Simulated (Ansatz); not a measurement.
Cost and result by functional for the surface energy of the (211) surface of germanium in its 1x1 cell, relaxed from an ideal cut (the real face may reconstruct), outermost plane spacing 1.18 Å in the ideal cut (in the relaxation like top atoms buckled by 0.8 Å), in Ansatz (plane waves, PAW). Single points on the PBE structure, on one kind of machine; costs are rough ratios of the slab run's core time (references not counted) to the cheapest single point. r2SCAN's cost holds its higher cutoff (500 against 420 eV). Differences are taken against r2SCAN for comparison alone: no measured value is at hand, so the table doesn't rank accuracy.

Slab: 20 atoms, 10.6 Å thick at the start; k 6x3x1, smearing 0.025 eV, dipole-corrected; all atoms relaxed; start symmetry kept, larger cells not searched; no spin (no spin-polarised run to compare, though such a face may carry moments), no spin-orbit, no U. The slab shows no gap on its mesh. These notes are the PBE run's.

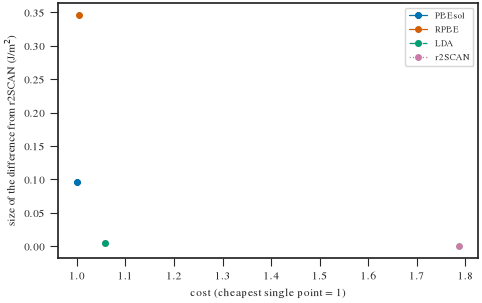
Fig. 1. Difference from r2SCAN against cost

```tsv
functional	relative cost	surface energy (J/m²)	less r2SCAN (J/m²)
PBEsol	1	1.19	-0.10
RPBE	1	0.94	-0.35
LDA	1	1.28	0.00
r2SCAN	2	1.28	0.00
PBE (the relaxed run's value)	–	1.04	-0.24
```

The values span 0.35 J/m², while the single points' costs differ by a factor of roughly 2. Differences are of unrounded values.

Ansatz is an electronic-structure program.
